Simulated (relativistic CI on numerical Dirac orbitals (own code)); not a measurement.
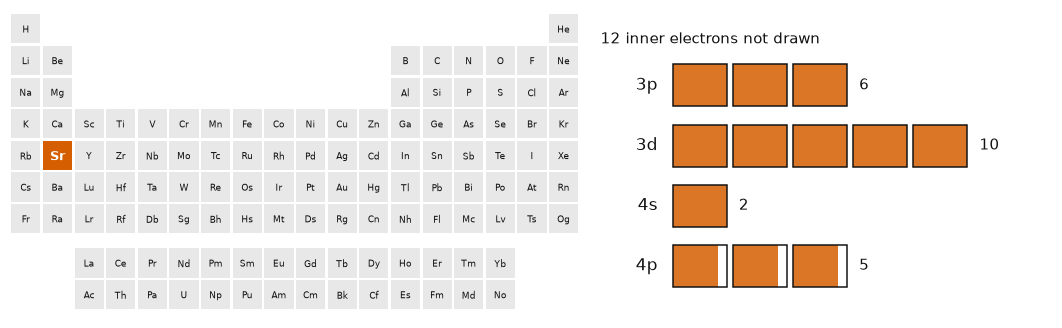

Figure 1. Left, the place of strontium in the periodic table; right, the outer shells of the leading configuration of the lowest level: a box for each of the 2l + 1 orbitals, shaded by the share of the shell that is filled, with the electron count at the right.

**Relativistic CI calculation, with input and output: Sr³⁺**

Sr³⁺. Computed at this level: Dirac-Coulomb-Breit CI, KLI orbitals optimised for each configuration, model QED (radiative potential, 1s self-energy scaled to tabulated hydrogen-like ionisation energies), valence Slater integrals scaled by 0.9 (relativistic CI on numerical Dirac orbitals, in-house).

### Input
```
atom Sr  Z=38  charge=3  electrons=35
nucleus A=88  rms_radius_fm=4.2240
hamiltonian dirac-coulomb  breit=on  qed=on  c_scale=1
orbitals kli  potential=per-configuration
slater_scale 0.9
correlation none
mixing on
configurations
  [Ar] 3d10 4s2 4p5
  [He] 2s2 2p5 3s2 3p6 3d10 4s2 4p5 4d
  [He] 2s2 2p5 3s2 3p6 3d10 4s2 4p5 5s
  [He] 2s2 2p5 3s2 3p6 3d10 4s2 4p5 5d
  [He] 2s2 2p5 3s2 3p6 3d10 4s 4p6 4d
  [He] 2s2 2p5 3s2 3p6 3d10 4s 4p6 5d
  [He] 2s2 2p5 3s2 3p6 3d10 4s 4p6 5s
end
```

The program writes its results to a structured record and prints no log; tables and figures of this report are taken from that record.

### The lowest 20 levels

| Configuration | Level | E (eV) | LS purity (%) | Landé g | Lifetime (s; – stable or not computed) |
| --- | --- | --- | --- | --- | --- |
| 2p⁶ 4s² 4p⁵ | ²P°₃/₂ | 0 | 100 | 1.334 | – |
| 2p⁶ 4s² 4p⁵ | ²P°₁/₂ | 1.214 | 100 | 0.665 | 5.9×10⁻² |
| 2p⁵ 4s² 4p⁵ 4d | [(2p₃/₂)³ (4p₃/₂)³ 4d₃/₂] J = 3/2 | 1947 | 47 | 1.805 | – |
| 2p⁵ 4s² 4p⁵ 4d | [(2p₃/₂)³ (4p₃/₂)³ 4d₃/₂] J = 5/2 | 1948 | 52 | 1.428 | – |
| 2p⁵ 4s² 4p⁵ 4d | [(2p₃/₂)³ (4p₃/₂)³ 4d₃/₂] J = 3/2 | 1948 | 65 | 0.975 | – |
| 2p⁵ 4s² 4p⁵ 4d | ⁴D₇/₂ | 1948 | 85 | 1.389 | – |
| 2p⁵ 4s² 4p⁵ 4d | [(2p₃/₂)³ (4p₃/₂)³ 4d₅/₂] J = 5/2 | 1948 | 46 | 1.368 | – |
| 2p⁵ 4s² 4p⁵ 4d | ²P₁/₂ | 1948 | 60 | 0.928 | – |
| 2p⁵ 4s² 4p⁵ 4d | ⁴G₁₁/₂ | 1948 | 100 | 1.271 | – |
| 2p⁵ 4s² 4p⁵ 4d | [(2p₃/₂)³ (4p₃/₂)³ 4d₅/₂] J = 3/2 | 1948 | 54 | 1.331 | – |
| 2p⁵ 4s² 4p⁵ 4d | [(2p₃/₂)³ (4p₃/₂)³ 4d₃/₂] J = 9/2 | 1949 | 58 | 1.204 | – |
| 2p⁵ 4s² 4p⁵ 4d | [(2p₃/₂)³ (4p₃/₂)³ 4d₅/₂] J = 7/2 | 1949 | 54 | 1.232 | – |
| 2p⁵ 4s² 4p⁵ 4d | [(2p₃/₂)³ (4p₃/₂)³ 4d₃/₂] J = 5/2 | 1949 | 60 | 0.949 | – |
| 2p⁵ 4s² 4p⁵ 4d | [(2p₃/₂)³ (4p₃/₂)³ 4d₅/₂] J = 9/2 | 1949 | 51 | 1.224 | – |
| 2p⁵ 4s² 4p⁵ 4d | ²S₁/₂ | 1949 | 57 | 1.859 | – |
| 2p⁵ 4s² 4p⁵ 4d | [(2p₃/₂)³ (4p₃/₂)³ 4d₃/₂] J = 7/2 | 1949 | 53 | 1.226 | – |
| 2p⁵ 4s² 4p⁵ 4d | J = 5/2 (even, mixed) | 1949 | 50 | 1.209 | – |
| 2p⁵ 4s² 4p⁵ 4d | ⁴D₃/₂ | 1949 | 71 | 1.143 | – |
| 2p⁵ 4s² 4p⁵ 4d | ⁴D₁/₂ | 1949 | 78 | 0.214 | – |
| 2p⁵ 4s² 4p⁵ 4d | ²G₇/₂ | 1950 | 57 | 1.003 | – |

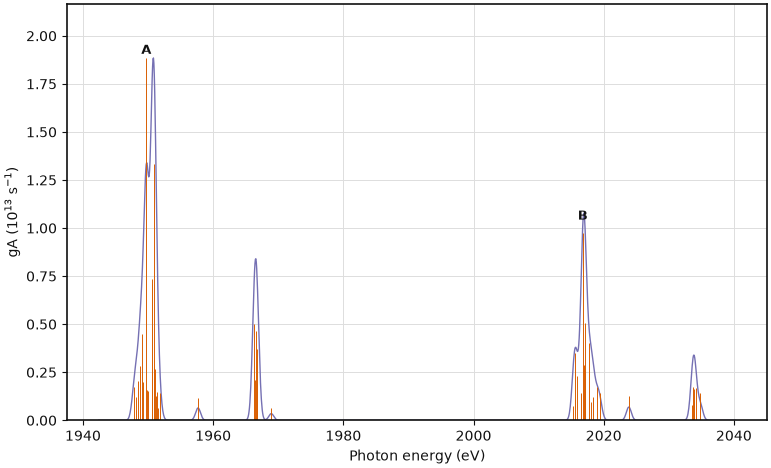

Figure 2. Electric dipole lines from levels with an inner-shell vacancy (weighted rates gA) for Sr IV (Sr³⁺). The envelope is a Gaussian of full width 0.9 eV, scaled to the tallest stick. A: 2p⁵ 4s² 4p⁵ 4d ²D₅/₂ → 2p⁶ 4s² 4p⁵ ²P°₃/₂, 1950 eV, gA = 1.9×10¹³ s⁻¹; B: 2p⁵ 4s² 4p⁵ 4d [2p₁/₂ (4p₃/₂)³ 4d₃/₂] J = 5/2 → 2p⁶ 4s² 4p⁵ ²P°₃/₂, 2017 eV, gA = 9.8×10¹² s⁻¹. The strongest, A, lies in the soft X-ray region.

### Results in brief

- outcome: converged
- lowest level: 2p⁶ 4s² 4p⁵ ²P°₃/₂
- first excited level: 2p⁶ 4s² 4p⁵ ²P°₁/₂, 9,793 cm⁻¹
- levels computed: 203
- SCF iterations: 71
- hardware: 1 CPU thread, shared host
- wall time: 0.56 s

### Notes

To bear in mind: near-neutral ion: configurations can be misplaced by up to about 10000 cm⁻¹, over 20000 where the f count changes; rates and lifetimes follow the computed energies and can be off by orders of magnitude; term splittings are 10 to 25 % too wide when unscaled; the fine structure of a weakly bound d or f electron outside closed shells is too small or inverted; Auger decay is left out.
